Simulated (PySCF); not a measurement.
# C2H9BClN: geometry, spin-spin couplings

Aim: predict the spin-spin couplings of C2H9BClN (`CC[B@H-]([NH3+])Cl`).

The runs use PySCF 2.14.0, with density-fitted response routines of our own; the level of theory stands in each step. All values are computed, except where a source is named. Atoms count from 0, in the outputs and in this text.

### Step 1. The starting structure

14 atoms, charge 0, multiplicity 1; geometry from: GFN2-xTB. The atoms were then displaced at random by about 0.01 Å, so the start is not that level's minimum.

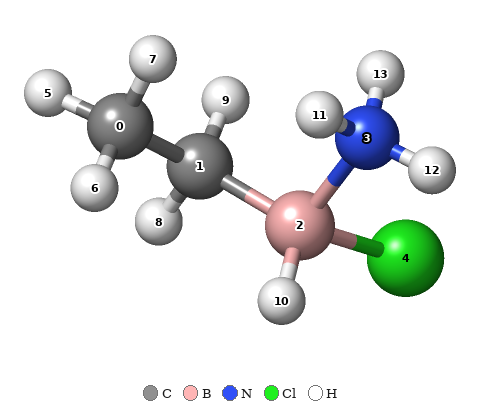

The starting geometry (carbon grey, boron pink, nitrogen blue, chlorine green, hydrogen white), atoms numbered; sticks join atoms by distance.

### Step 2. Optimising the geometry at PBE0-D3(BJ)/def2-SVP

The job: settings as JSON, then the geometry in Å.

```
{"job": {"xc": "PBE0", "basis": "def2-SVP", "d3": "d3bj", "grid": 1, "shake": 0.01, "kind": "geom"}, "charge": 0, "multiplicity": 1}
C     -1.555990     0.489290     0.380360
C     -0.778170    -0.290900    -0.654180
B      0.609080    -0.861650    -0.092200
N      1.597500     0.425170     0.327360
Cl     1.653860    -1.625660    -1.437850
H     -2.561280     0.780620    -0.018670
H     -1.708940    -0.071190     1.283080
H     -1.057280     1.449830     0.638290
H     -1.395470    -1.114550    -0.965280
H     -0.618720     0.336790    -1.525330
H      0.559380    -1.583040     0.863260
H      1.170260     0.929330     1.123210
H      2.466020     0.089590     0.547600
H      1.612600     1.031290    -0.477400
```

Started as:

```
$ OMP_NUM_THREADS=1 python probes_run.py task.json out
```

The driver reads the jobs from task.json and runs them one after another.

Standard output:

```text
step   0  E = -620.89442104  max force = 0.084609
step   1  E = -620.90175772  max force = 0.024136
step   2  E = -620.90248980  max force = 0.007741
step   3  E = -620.90259598  max force = 0.000999
step   4  E = -620.90261097  max force = 0.000772
step   5  E = -620.90262386  max force = 0.000419
optimisation converged
```

Run time: 28 s. Hardware: 1 thread of Arm Neoverse V1, shared host; peak memory 0.5 GiB.

Step by step:

| step | energy from step 0 (eV) | largest force component (eV/Å) |
| --- | --- | --- |
| 0 | 0.0000 | 4.3508 |
| 1 | -0.1996 | 1.2411 |
| 2 | -0.2196 | 0.3981 |
| 3 | -0.2225 | 0.0514 |
| 4 | -0.2229 | 0.0397 |
| 5 | -0.2232 | 0.0215 |

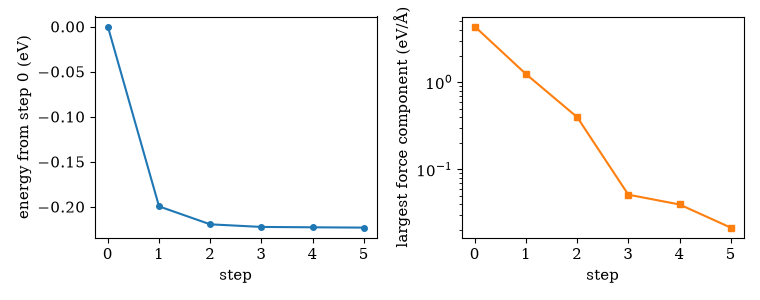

Energy and force, step by step.

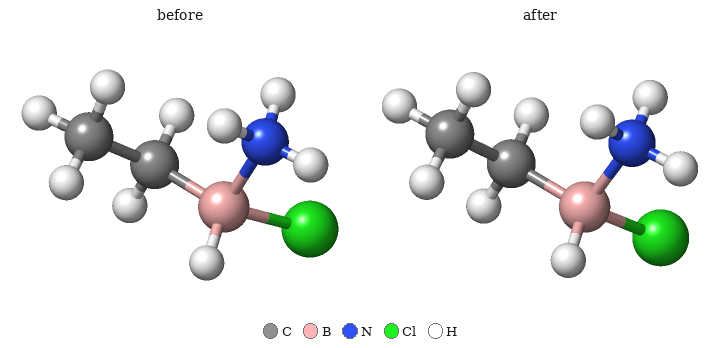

The geometry before (left) and after (right).

Close pairs (by a distance rule), those that changed most:

| bond | before (Å) | after (Å) | change (Å) |
| --- | --- | --- | --- |
| N3–H12 | 0.957 | 1.021 | +0.064 |
| B2–N3 | 1.676 | 1.633 | -0.043 |
| C0–H6 | 1.074 | 1.102 | +0.029 |
| C1–H8 | 1.075 | 1.103 | +0.028 |
| B2–H10 | 1.198 | 1.223 | +0.025 |
| C1–H9 | 1.086 | 1.107 | +0.022 |
| C0–H5 | 1.120 | 1.102 | -0.018 |
| C0–C1 | 1.511 | 1.527 | +0.015 |

The end geometry stands in the next job.

| at the end point | value |
| --- | --- |
| point group (found at 0.08 Å tolerance) | C1 |
| rotational constants (GHz, main isotopes) | 6.328, 2.102, 1.694 |
| dipole moment (D) | 5.68 |

### Step 3. J couplings: B3LYP/cc-pVTZ

The job: settings as JSON, then the geometry in Å.

```
{"job": {"kind": "j", "xc": "B3LYP", "basis": "cc-pVTZ"}, "charge": 0, "multiplicity": 1}
C     -1.535506     0.577203     0.519289
C     -0.856462    -0.249628    -0.569507
B      0.555555    -0.878150    -0.148330
N      1.600712     0.345565     0.130261
Cl     1.391929    -1.809564    -1.534957
H     -2.516008     0.971533     0.207284
H     -1.696723    -0.019534     1.431817
H     -0.937221     1.459133     0.817735
H     -1.513412    -1.090018    -0.851290
H     -0.752273     0.350461    -1.494396
H      0.552362    -1.529079     0.886942
H      1.281927     0.938348     0.899169
H      2.522459    -0.029674     0.358848
H      1.696759     0.920368    -0.710134
```

Level: B3LYP/cc-pVTZ indirect spin-spin coupling, non-relativistic, gas phase.

Standard output:

```text
coarse grid: 11528 points
cycle   1  E = -621.5296882975  dE =  1.945e-01  |g| = 5.095e-01  |ddm| = 7.417e+00
cycle   2  E = -621.5116322814  dE =  1.806e-02  |g| = 5.990e-01  |ddm| = 2.390e+00
cycle   3  E = -621.6065298779  dE = -9.490e-02  |g| = 5.970e-02  |ddm| = 1.248e+00
cycle   4  E = -621.6073137927  dE = -7.839e-04  |g| = 3.050e-02  |ddm| = 1.486e-01
cycle   5  E = -621.6075344157  dE = -2.206e-04  |g| = 4.780e-03  |ddm| = 5.208e-02
cycle   6  E = -621.6075387842  dE = -4.369e-06  |g| = 1.965e-03  |ddm| = 1.040e-02
final grid: 104712 points
cycle   7  E = -621.6103008607  dE = -9.102e-05  |g| = 7.157e-03  |ddm| = 1.153e-01
cycle   8  E = -621.6102931242  dE =  7.736e-06  |g| = 9.022e-03  |ddm| = 2.729e-02
cycle   9  E = -621.6103126134  dE = -1.949e-05  |g| = 5.280e-04  |ddm| = 1.515e-02
cycle  10  E = -621.6103126675  dE = -5.409e-08  |g| = 2.603e-04  |ddm| = 1.138e-03
cycle  11  E = -621.6103126846  dE = -1.710e-08  |g| = 6.973e-05  |ddm| = 4.960e-04
cycle  12  E = -621.6103126857  dE = -1.130e-09  |g| = 1.254e-05  |ddm| = 1.118e-04
cycle  13  E = -621.6103126857  dE = -3.502e-11  |g| = 2.796e-06  |ddm| = 2.254e-05
converged SCF energy = -621.6103126857

Indirect spin-spin couplings (Hz)
  i      j    bonds     total        FC       PSO       DSO        SD
  0 C    1 C    1     23.102    23.076    -0.141     0.168         -
  0 C    2 B    2      0.635     0.719    -0.073     0.031    -0.042
  0 C    3 N    3      0.133     0.114     0.018    -0.006     0.007
  0 C    5 H    1    120.527   118.544     1.428     0.555         -
  0 C    6 H    1    117.385   115.397     1.405     0.584         -
  0 C    7 H    1    108.240   105.887     1.719     0.633         -
  0 C    8 H    2     -3.950    -3.975     0.214    -0.189         -
  0 C    9 H    2     -2.434    -2.438     0.190    -0.185         -
  0 C   10 H    3      2.591     2.557    -0.004     0.038         -
  1 C    2 B    1     50.903    51.009    -0.959     0.286     0.567
  1 C    3 N    2     -1.466    -1.573     0.096    -0.016     0.027
  1 C    5 H    2     -3.496    -3.498     0.233    -0.230         -
  1 C    6 H    2     -2.027    -2.121     0.272    -0.179         -
  1 C    7 H    2     -1.421    -1.517     0.276    -0.179         -
  1 C    8 H    1    110.401   108.061     1.522     0.818         -
  1 C    9 H    1    106.808   104.273     1.678     0.857         -
  1 C   10 H    2      2.320     2.369    -0.077     0.028         -
  1 C   11 H    3      0.334     0.356    -0.058     0.036         -
  1 C   12 H    3      4.726     4.833     0.324    -0.432         -
  1 C   13 H    3      1.258     1.215    -0.057     0.099         -
  2 B    3 N    1     -1.863    -1.505     0.152    -0.108    -0.403
  2 B    5 H    3     11.751    11.736     0.417    -0.424     0.022
  2 B    6 H    3      2.402     2.370    -0.107     0.148    -0.010
  2 B    7 H    3      1.841     1.798    -0.020     0.071    -0.008
  2 B    8 H    2     -4.848    -5.007    -0.071     0.089     0.141
  2 B    9 H    2     -6.360    -6.475    -0.009     0.016     0.108
  2 B   10 H    1    135.235   134.571    -0.830     1.215     0.278
  2 B   11 H    2      0.577     0.417     0.269    -0.206     0.097
  2 B   12 H    2     -1.748    -1.803     0.164    -0.182     0.073
  2 B   13 H    2     -2.545    -2.671     0.212    -0.163     0.077
  3 N    5 H    4      0.318     0.295    -0.086     0.099     0.010
  3 N    8 H    3     -4.495    -4.522    -0.098     0.138    -0.013
  3 N    9 H    3     -1.670    -1.657     0.005    -0.031     0.013
  3 N   10 H    2     -5.628    -5.630     0.044    -0.032    -0.010
  3 N   11 H    1    -59.045   -56.520    -2.279    -0.243    -0.002
  3 N   12 H    1    -62.707   -60.277    -2.178    -0.243    -0.009
  3 N   13 H    1    -60.830   -58.386    -2.187    -0.257     0.000
  5 H    6 H    2    -11.566   -11.531     2.505    -2.541         -
  5 H    7 H    2    -12.198   -12.246     2.359    -2.310         -
  5 H    8 H    3      4.713     4.706     0.518    -0.511         -
  5 H    9 H    3      3.750     3.733     0.461    -0.444         -
  5 H   10 H    4     -0.288    -0.151     1.089    -1.226         -
  5 H   11 H    5     -0.198    -0.115     0.638    -0.721         -
  5 H   12 H    5     -0.405    -0.208     1.353    -1.549         -
  6 H    7 H    2    -10.749   -10.799     2.349    -2.299         -
  6 H    8 H    3      3.510     3.476     0.534    -0.500         -
  6 H    9 H    3     14.631    15.005     2.320    -2.694         -
  7 H    8 H    3     15.801    16.176     2.314    -2.689         -
  7 H    9 H    3      3.317     3.283     0.543    -0.509         -
  8 H    9 H    2    -13.791   -14.124     2.006    -1.673         -
  8 H   10 H    3      2.031     1.928     0.266    -0.163         -
  8 H   11 H    4     -0.388    -0.163     1.312    -1.538         -
  8 H   12 H    4      1.135     1.432     1.514    -1.811         -
  8 H   13 H    4     -0.446    -0.260     1.158    -1.343         -
  9 H   10 H    3      6.348     6.689     1.575    -1.916         -
  9 H   11 H    4     -0.157    -0.138     0.530    -0.549         -
  9 H   12 H    4     -0.449    -0.254     1.468    -1.663         -
  9 H   13 H    4      0.257    -0.087    -1.244     1.588         -
 10 H   11 H    3      1.081     0.967     0.269    -0.156         -
 10 H   12 H    3      1.964     1.799     0.177    -0.011         -
 10 H   13 H    3      9.426     9.761     2.165    -2.501         -
 11 H   12 H    2     -9.868   -10.032     4.659    -4.496         -
 11 H   13 H    2     -9.770    -9.955     4.531    -4.347         -
 12 H   13 H    2    -10.650   -10.930     4.489    -4.210         -
```

It took 48 s on 1 thread of Arm Neoverse V1, shared host; peak memory 1.1 GiB.

The basis is not made for couplings: without tight functions at the nuclei these values are rough.

Couplings of 1 Hz or more over one to four bonds, nine at most for each number, with means over like pairs (isotopes 11B, 13C, 1H, 15N):

| pair | bonds | J (Hz) | Fermi contact (Hz) | dihedral (°) |
| --- | --- | --- | --- | --- |
| B2–H10 | 1 | 135.2 | 134.6 | – |
| C0–H5 | 1 | 115.4 | 113.3 | – |
| C1–H8 | 1 | 110.4 | 108.1 | – |
| C1–H9 | 1 | 106.8 | 104.3 | – |
| N3–H11 | 1 | -60.9 | -58.4 | – |
| C1–B2 | 1 | 50.9 | 51.0 | – |
| C0–C1 | 1 | 23.1 | 23.1 | – |
| B2–N3 | 1 | -1.9 | -1.5 | – |
| H8–H9 | 2 | -13.8 | -14.1 | – |
| H5–H6 | 2 | -11.5 | -11.5 | – |
| H11–H12 | 2 | -10.1 | -10.3 | – |
| B2–H9 | 2 | -6.4 | -6.5 | – |
| N3–H10 | 2 | -5.6 | -5.6 | – |
| B2–H8 | 2 | -4.8 | -5.0 | – |
| C0–H8 | 2 | -4.0 | -4.0 | – |
| C0–H9 | 2 | -2.4 | -2.4 | – |
| C1–H10 | 2 | 2.3 | 2.4 | – |
| H5–H8 | 3 | 8.0 | 8.1 | – |
| H5–H9 | 3 | 7.2 | 7.3 | – |
| H9–H10 | 3 | 6.3 | 6.7 | 178 |
| B2–H5 | 3 | 5.3 | 5.3 | – |
| N3–H8 | 3 | -4.5 | -4.5 | 174 |
| H10–H11 | 3 | 4.2 | 4.2 | – |
| C0–H10 | 3 | 2.6 | 2.6 | 53 |
| C1–H11 | 3 | 2.1 | 2.1 | – |
| H8–H10 | 3 | 2.0 | 1.9 | -68 |

Means hide unlike values in this fixed geometry: H5–H8 from 3.5 to 15.8 Hz; H5–H9 from 3.3 to 14.6 Hz; B2–H5 from 1.8 to 11.8 Hz. They hold only if the pairs exchange fast.

The spin-dipole term was solved for some atoms only; pairs without it lack that part.

The response was solved for the nuclei of B, C, H, N alone, so couplings that need other nuclei can be missing.

Quadrupole couplings from the field gradients of the same density:

| atom | isotope | eQq/h (MHz) | η |
| --- | --- | --- | --- |
| Cl4 | 35Cl | -37.9 | 0.13 |
| B2 | 11B | -2.495 | 0.77 |
| N3 | 14N | -2.123 | 0.04 |

### Step 4. Indirect couplings: B3LYP/6-31G*

Settings changed since step 3:

```diff
@@ -1,2 +1,2 @@
-{"job": {"kind": "j", "xc": "B3LYP", "basis": "cc-pVTZ"}, "charge": 0, "multiplicity": 1}
+{"job": {"kind": "j", "xc": "B3LYP", "basis": "6-31G*"}, "charge": 0, "multiplicity": 1}
 C     -1.535506     0.577203     0.519289
```

Method: B3LYP/6-31G* indirect spin-spin coupling, non-relativistic, gas phase.

Standard output:

```text
coarse grid: 11528 points
cycle   1  E = -621.4676838976  dE =  2.149e-01  |g| = 4.964e-01  |ddm| = 3.029e+00
cycle   2  E = -621.4650707962  dE =  2.613e-03  |g| = 5.315e-01  |ddm| = 1.341e+00
cycle   3  E = -621.5433993259  dE = -7.833e-02  |g| = 5.362e-02  |ddm| = 6.603e-01
cycle   4  E = -621.5441301583  dE = -7.308e-04  |g| = 1.880e-02  |ddm| = 1.029e-01
cycle   5  E = -621.5442302076  dE = -1.000e-04  |g| = 3.785e-03  |ddm| = 3.052e-02
cycle   6  E = -621.5442337816  dE = -3.574e-06  |g| = 1.272e-03  |ddm| = 5.425e-03
final grid: 104712 points
cycle   7  E = -621.4955105030  dE = -2.467e-05  |g| = 6.432e-03  |ddm| = 1.934e-02
cycle   8  E = -621.4955039767  dE =  6.526e-06  |g| = 8.272e-03  |ddm| = 1.354e-02
cycle   9  E = -621.4955211538  dE = -1.718e-05  |g| = 3.717e-04  |ddm| = 7.639e-03
cycle  10  E = -621.4955211844  dE = -3.053e-08  |g| = 1.514e-04  |ddm| = 6.350e-04
cycle  11  E = -621.4955211897  dE = -5.369e-09  |g| = 3.473e-05  |ddm| = 1.733e-04
cycle  12  E = -621.4955211900  dE = -2.653e-10  |g| = 9.631e-06  |ddm| = 3.757e-05
converged SCF energy = -621.4955211900

Indirect spin-spin couplings (Hz)
  i      j    bonds     total        FC       PSO       DSO        SD
  0 C    1 C    1     45.088    45.045    -0.126     0.170         -
  0 C    2 B    2     -1.348    -1.324    -0.014     0.030    -0.039
  0 C    3 N    3      0.003    -0.008     0.009    -0.006     0.007
  0 C    5 H    1    142.173   140.537     1.017     0.620         -
  0 C    6 H    1    141.340   139.718     0.976     0.646         -
  0 C    7 H    1    130.847   128.898     1.251     0.697         -
  0 C    8 H    2     -4.022    -4.063     0.221    -0.180         -
  0 C    9 H    2     -2.580    -2.589     0.186    -0.176         -
  0 C   10 H    3      2.269     2.208     0.022     0.040         -
  1 C    2 B    1     78.306    78.293    -0.745     0.283     0.475
  1 C    3 N    2     -1.328    -1.402     0.063    -0.015     0.026
  1 C    5 H    2     -3.480    -3.455     0.194    -0.219         -
  1 C    6 H    2     -2.094    -2.160     0.235    -0.169         -
  1 C    7 H    2     -1.594    -1.659     0.233    -0.168         -
  1 C    8 H    1    140.639   138.662     1.094     0.884         -
  1 C    9 H    1    135.106   132.927     1.257     0.922         -
  1 C   10 H    2      1.812     1.788    -0.009     0.032         -
  1 C   11 H    3      0.316     0.287    -0.010     0.038         -
  1 C   12 H    3      5.020     5.175     0.272    -0.428         -
  1 C   13 H    3      1.270     1.185    -0.015     0.101         -
  2 B    3 N    1     -7.607    -7.266     0.075    -0.106    -0.309
  2 B    5 H    3     11.554    11.626     0.335    -0.422     0.015
  2 B    6 H    3      2.666     2.582    -0.054     0.147    -0.010
  2 B    7 H    3      2.131     2.052     0.012     0.073    -0.006
  2 B    8 H    2     -4.736    -4.935    -0.012     0.095     0.116
  2 B    9 H    2     -5.059    -5.160    -0.015     0.025     0.090
  2 B   10 H    1    139.596   139.006    -0.876     1.265     0.201
  2 B   11 H    2     -0.081    -0.182     0.216    -0.192     0.077
  2 B   12 H    2     -2.243    -2.246     0.102    -0.164     0.065
  2 B   13 H    2     -2.352    -2.406     0.131    -0.146     0.069
  3 N    5 H    4      0.290     0.250    -0.068     0.099     0.009
  3 N    7 H    4     -0.151    -0.113     0.037    -0.098     0.022
  3 N    8 H    3     -4.143    -4.181    -0.089     0.137    -0.010
  3 N    9 H    3     -1.479    -1.449    -0.011    -0.031     0.011
  3 N   10 H    2     -4.834    -4.793     0.001    -0.032    -0.010
  3 N   11 H    1    -68.840   -66.659    -1.874    -0.285    -0.022
  3 N   12 H    1    -72.185   -70.071    -1.801    -0.284    -0.029
  3 N   13 H    1    -70.217   -68.093    -1.812    -0.297    -0.015
  5 H    6 H    2    -15.439   -14.391     1.372    -2.420         -
  5 H    7 H    2    -15.648   -14.718     1.262    -2.192         -
  5 H    8 H    3      4.260     4.558     0.177    -0.475         -
  5 H    9 H    3      3.418     3.702     0.124    -0.408         -
  5 H   10 H    4     -0.544    -0.114     0.777    -1.207         -
  5 H   11 H    5     -0.377    -0.104     0.438    -0.711         -
  5 H   12 H    5     -0.790    -0.229     0.968    -1.530         -
  5 H   13 H    5     -0.195     0.111     0.497    -0.802         -
  6 H    7 H    2    -15.018   -14.095     1.254    -2.177         -
  6 H    8 H    3      3.015     3.280     0.196    -0.461         -
  6 H    9 H    3     14.441    15.483     1.607    -2.649         -
  6 H   10 H    4      0.455    -0.006    -0.656     1.116         -
  6 H   11 H    5      0.235     0.055    -0.371     0.551         -
  6 H   12 H    5     -0.340     0.033     0.650    -1.023         -
  6 H   13 H    5     -0.383     0.055     0.724    -1.162         -
  7 H    8 H    3     15.552    16.589     1.606    -2.644         -
  7 H    9 H    3      2.933     3.207     0.192    -0.466         -
  7 H   10 H    4     -0.208    -0.100     0.172    -0.280         -
  7 H   11 H    5      0.839    -0.354    -1.732     2.925         -
  7 H   12 H    5     -0.372    -0.010     0.763    -1.125         -
  7 H   13 H    5      0.188     0.022    -0.297     0.463         -
  8 H    9 H    2    -17.194   -16.751     1.115    -1.557         -
  8 H   10 H    3      2.026     2.054     0.108    -0.136         -
  8 H   11 H    4     -0.706    -0.143     0.953    -1.516         -
  8 H   12 H    4      0.948     1.624     1.113    -1.789         -
  8 H   13 H    4     -0.747    -0.268     0.843    -1.323         -
  9 H   10 H    3      6.550     7.304     1.126    -1.880         -
  9 H   11 H    4     -0.383    -0.145     0.285    -0.522         -
  9 H   12 H    4     -0.822    -0.237     1.050    -1.636         -
  9 H   13 H    4      0.585    -0.054    -0.951     1.590         -
 10 H   11 H    3      0.891     0.951     0.056    -0.116         -
 10 H   12 H    3      1.748     1.734    -0.010     0.024         -
 10 H   13 H    3     10.219    11.128     1.545    -2.455         -
 11 H   12 H    2    -12.343   -10.954     2.922    -4.311         -
 11 H   13 H    2    -12.538   -11.181     2.805    -4.162         -
 12 H   13 H    2    -13.118   -11.873     2.783    -4.028         -
```

Wall time 9.3 s (1 thread of Arm Neoverse V1, shared host); peak memory 0.56 GiB.

This basis has no tight s functions, so the Fermi-contact terms are rough.

This run: J(C1,H8) 140.6 Hz, J(B2,H10) 139.6 Hz, J(C0,H5) 138.1 Hz (means over like pairs).

### Step 5. Comparing the runs: spin-spin couplings

Couplings (Hz), each a mean over the pairs like the one named, with basis size and wall time:

| run | B2–H10 | C0–H5 | C1–H8 | C1–H9 | N3–H11 | C1–B2 | C0–C1 | functions | time |
| --- | --- | --- | --- | --- | --- | --- | --- | --- | --- |
| B3LYP/cc-pVTZ | 135.2 | 115.4 | 110.4 | 106.8 | -60.9 | 50.9 | 23.1 | 280 | 48 s |
| B3LYP/6-31G* | 139.6 | 138.1 | 140.6 | 135.1 | -70.4 | 78.3 | 45.1 | 92 | 9.3 s |

### Step 6. Results

```
                                     quantity                     value
                                  point group                        C1
         rotational constants (main isotopes)      6.33, 2.10, 1.69 GHz
largest coupling of the table (B3LYP/cc-pVTZ)  ¹J(B,H) B2–H10, 135.2 Hz
     range of J(B2,H10), mean over like pairs         135.2 to 139.6 Hz
```

In words: The start of the PBE0/def2-SVP relaxation was shaken at random by about 0.01 Å, so part of the energy gained, and of the first lengths quoted, undoes that. Over 5 steps the energy fell by 0.223 eV; of the close pairs, N3–H12 changed most, 0.957 to 1.021 Å. In the run at B3LYP/cc-pVTZ, the largest coupling of the table is B2–H10, 135.2 Hz, of which the Fermi-contact term gives 134.6 Hz. Couplings across rotatable bonds belong to this one conformer; where others are populated, the observed values are averages. The coupling B2–H10, as a mean over pairs of its kind, runs from 135.2 Hz (B3LYP/cc-pVTZ) to 139.6 Hz (B3LYP/6-31G*). Couplings from bases without tight functions are rough.
